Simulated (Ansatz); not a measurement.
**ClH4SSbSi: small, medium and large basis sets**

How large a basis does ClH4SSbSi need? Two functionals are run in growing sets.

The runs use Ansatz 0.2.0, Gaussian basis; one geometry, several basis sets.

The runs, in order: PBE0-D4/def2-SVP; ωB97M-V/def2-SVP; PBE0-D4/def2-QZVPP; ωB97M-V/def2-QZVPP; the functionals' def2-TZVPP values are taken from earlier runs.

**1. The relaxed structure**

The geometry comes from an earlier relaxation with PBE0-D4 in a triple-zeta def2 set; it is a stationary point, not always the lowest conformer. Sb takes the def2 core potential; no spin-orbit term is included.

SMILES `Cl[SiH2][S][SbH2]`, 8 atoms, charge 0, spin multiplicity 1.

Atoms are counted from 1 here; the program's logs count them from 0.

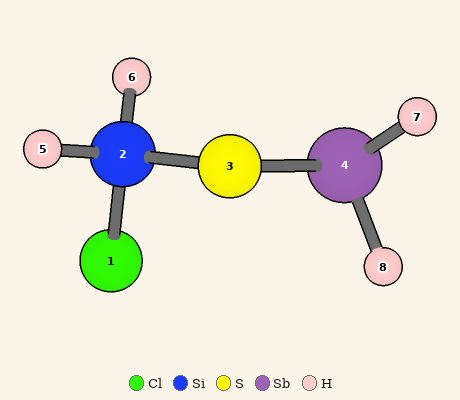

The geometry (chlorine green, silicon blue, sulfur yellow, antimony purple, hydrogen pink); atoms are numbered from 1 in the order of the file.

**2. PBE0-D4 in def2-SVP**

Input file in.yaml:

```yaml
crystal:
  periodic: [false, false, false]
  atoms:
    - {symbol: Cl, position_ang: [-2.518886, 0.252059, -0.253992]}
    - {symbol: Si, position_ang: [-0.815922, 1.259370, 0.324595]}
    - {symbol: S, position_ang: [0.650329, -0.041737, 1.102965]}
    - {symbol: Sb, position_ang: [1.041495, -1.306039, -0.950999]}
    - {symbol: H, position_ang: [-1.182843, 2.200043, 1.405486]}
    - {symbol: H, position_ang: [-0.340157, 1.969698, -0.884531]}
    - {symbol: H, position_ang: [2.676131, -1.588290, -0.536436]}
    - {symbol: H, position_ang: [0.582055, -2.802304, -0.262987]}
basis:
  gaussian: {orbitals: def2-SVP}
hamiltonian: {xc: pbe0, dispersion: d4}
output: {orbitals: {seedname: orbitals}}
```

The run is started by

```sh
$ ansatz run in.yaml --threads 4 --pin off --events-out ev --progress --plain --max-ram 10444MiB
```

Output:

```text
Functional definition: PBE0
  name "PBE0"
  cite "Adamo & Barone, J. Chem. Phys. 110, 6158 (1999) doi:10.1063/1.478522"
  cite "Perdew, Burke & Ernzerhof, Phys. Rev. Lett. 77, 3865 (1996) doi:10.1103/PhysRevLett.77.3865"
  parent pbe
  parameter a = 0.25
  parameter kappa = 0.804
  parameter beta = 0.06672455060314922
  exchange = (1 - a)*pbe_x(kappa = kappa, mu = beta*pi^2/3) + a*exact_x
  correlation = pbe_c(beta = beta)
1022 factors; integrals over basis functions are off by at most 1.1e-3 eV
mean field evaluation 1: about -37819.0001 eV, gradient 1.4e1 eV
mean field evaluation 2: about -37818.9584 eV, gradient 1.4e1 eV
mean field evaluation 4: about -37819.5655 eV, gradient 6.4e-1 eV
mean field evaluation 8: about -37819.6144 eV, gradient 6.0e-2 eV
mean field evaluation 16: about -37819.6144 eV, gradient 3.7e-5 eV
mean field -37819.61440192 eV, -1389.8451942153 hartree, gradient 3.7e-5 eV, S^2 0.000000; 0 other end points of the search recorded, 0 dependent functions left out
reference -37819.61442924 eV, -1389.8451952193 hartree; 37, 37 occupied and 63, 63 virtual orbitals, 1022 factors
Total energy: -37819.86634807 eV, -1389.8544530654 hartree
```

Run time: 1.1 s. Hardware: 4 threads of Arm Neoverse V2, shared host.

**3. ωB97M-V in def2-SVP**

Changes to in.yaml since step 2:

```diff
@@ -13,3 +13,3 @@
   gaussian: {orbitals: def2-SVP}
-hamiltonian: {xc: pbe0, dispersion: d4}
+hamiltonian: {xc: {name: wB97M-V}}
 output: {orbitals: {seedname: orbitals}}
```

Same command.

Output (excerpt; [...] marks lines left out):

```text
Functional definition: wB97M-V
  name "wB97M-V"
  cite "Mardirossian & Head-Gordon, J. Chem. Phys. 144, 214110 (2016) doi:10.1063/1.4952647"
  cite "Becke, J. Chem. Phys. 107, 8554 (1997) doi:10.1063/1.475007"
  cite "Vydrov & Van Voorhis, J. Chem. Phys. 133, 244103 (2010) doi:10.1063/1.3521275"
  # Of w^i u^j: cxij and so on, Table III.
[...]
  gx(w, u) = 1 - cx + cx01*u + cx10*w
  gss(w, u) = css00 + css04*u^4 + css10*w + css20*w^2 + css43*w^4*u^3
  gos(w, u) = cos00 + cos10*w + (cos20 + cos21*u)*w^2 + (cos60 + cos61*u)*w^6
[...]
      + integral(e_c_pw_mod_opposite_spin*gos(b97_w_opposite, b97_u_opposite)) + vv10(b, c)
1022 factors; integrals over basis functions are off by at most 1.1e-3 eV
312 factors; integrals over basis functions are off by at most 6.9e-6 eV
[...]
mean field -37827.67949243 eV, -1390.1415808246 hartree, gradient 8.1e-5 eV, S^2 0.000000; 0 other end points of the search recorded, 0 dependent functions left out
reference -37827.67953538 eV, -1390.1415824032 hartree; 37, 37 occupied and 63, 63 virtual orbitals, 1022 factors
Total energy: -37827.67953538 eV, -1390.1415824032 hartree
```

Run time: 4.6 s. Hardware: 4 threads of Arm Neoverse V2, shared host; peak memory 0.34 GiB.

**4. PBE0-D4 in def2-QZVPP**

Changes to in.yaml since step 3:

```diff
@@ -12,4 +12,4 @@
 basis:
-  gaussian: {orbitals: def2-SVP}
-hamiltonian: {xc: {name: wB97M-V}}
+  gaussian: {orbitals: "def2-QZVPP.json"}
+hamiltonian: {xc: pbe0, dispersion: d4}
 output: {orbitals: {seedname: orbitals}}
```

The command is unchanged.

Output:

```text
Functional definition: PBE0
  name "PBE0"
  cite "Adamo & Barone, J. Chem. Phys. 110, 6158 (1999) doi:10.1063/1.478522"
  cite "Perdew, Burke & Ernzerhof, Phys. Rev. Lett. 77, 3865 (1996) doi:10.1103/PhysRevLett.77.3865"
  parent pbe
  parameter a = 0.25
  parameter kappa = 0.804
  parameter beta = 0.06672455060314922
  exchange = (1 - a)*pbe_x(kappa = kappa, mu = beta*pi^2/3) + a*exact_x
  correlation = pbe_c(beta = beta)
1821 factors; their error is unknown
mean field evaluation 1: about -37830.8109 eV, gradient 1.9e1 eV
mean field evaluation 2: about -37830.5967 eV, gradient 2.2e1 eV
mean field evaluation 4: about -37831.8396 eV, gradient 1.4e0 eV
mean field evaluation 8: about -37831.8421 eV, gradient 4.0e-2 eV
mean field evaluation 16: about -37831.9156 eV, gradient 6.9e-5 eV
mean field -37831.91557798 eV, -1390.2972540975 hartree, gradient 6.9e-5 eV, S^2 0.000000; 0 other end points of the search recorded, 0 dependent functions left out
reference -37831.91561815 eV, -1390.2972555736 hartree; 37, 37 occupied and 375, 375 virtual orbitals, 1821 factors
Total energy: -37832.16753698 eV, -1390.3065134197 hartree
```

Run time: 9 s. Hardware: 4 threads of Arm Neoverse V2, shared host; peak memory 1.7 GiB.

**5. ωB97M-V in def2-QZVPP**

Changes to in.yaml since step 4:

```diff
@@ -13,3 +13,3 @@
   gaussian: {orbitals: "def2-QZVPP.json"}
-hamiltonian: {xc: pbe0, dispersion: d4}
+hamiltonian: {xc: {name: wB97M-V}}
 output: {orbitals: {seedname: orbitals}}
```

Launched as before.

Output (excerpt; [...] marks lines left out):

```text
Functional definition: wB97M-V
  name "wB97M-V"
  cite "Mardirossian & Head-Gordon, J. Chem. Phys. 144, 214110 (2016) doi:10.1063/1.4952647"
  cite "Becke, J. Chem. Phys. 107, 8554 (1997) doi:10.1063/1.475007"
  cite "Vydrov & Van Voorhis, J. Chem. Phys. 133, 244103 (2010) doi:10.1063/1.3521275"
  # Of w^i u^j: cxij and so on, Table III.
[...]
  gx(w, u) = 1 - cx + cx01*u + cx10*w
  gss(w, u) = css00 + css04*u^4 + css10*w + css20*w^2 + css43*w^4*u^3
  gos(w, u) = cos00 + cos10*w + (cos20 + cos21*u)*w^2 + (cos60 + cos61*u)*w^6
[...]
      + integral(e_c_pw_mod_opposite_spin*gos(b97_w_opposite, b97_u_opposite)) + vv10(b, c)
1757 factors; their error is unknown
342 factors; integrals over basis functions are off by at most 2.4e-5 eV
[...]
mean field -37839.91336876 eV, -1390.5911674874 hartree, gradient 2.5e-5 eV, S^2 0.000000; 0 other end points of the search recorded, 0 dependent functions left out
reference -37839.91343354 eV, -1390.5911698681 hartree; 37, 37 occupied and 375, 375 virtual orbitals, 1757 factors
Total energy: -37839.91343354 eV, -1390.5911698681 hartree
```

It took 19 s on 4 threads of Arm Neoverse V2, shared host; peak memory 2 GiB.

**6. Density functionals: the series**

The def2-TZVPP values come from earlier runs at the same geometry.

```
functional       basis  functions  energy (eV)  from the largest (eV)  HOMO (eV)  LUMO (eV)
   PBE0-D4    def2-SVP        100  -37819.8663                 12.301      -7.46      -1.46
   PBE0-D4  def2-TZVPP        232  -37831.1442                  1.023      -7.53      -1.60
   PBE0-D4  def2-QZVPP        412  -37832.1675                  0.000      -7.55      -1.64
   ωB97M-V    def2-SVP        100  -37827.6795                 12.234      -9.50       0.44
   ωB97M-V  def2-TZVPP        232  -37838.9379                  0.976      -9.61       0.16
   ωB97M-V  def2-QZVPP        412  -37839.9134                  0.000      -9.64       0.05
```

**7. Outcome**

| quantity | value |
| --- | --- |
| PBE0-D4: double and triple zeta above quadruple | 12.30, 1.02 eV |
| ωB97M-V: double and triple zeta above quadruple | 12.23, 0.98 eV |

In words: PBE0-D4 gains 11.28 eV from double to triple zeta, then 1.02 eV more. Total energies overstate the basis error of differences, where much of it tends to cancel.

For PBE0-D4 the largest set took about 8 times as long as the smallest (9 s against 1.1 s).
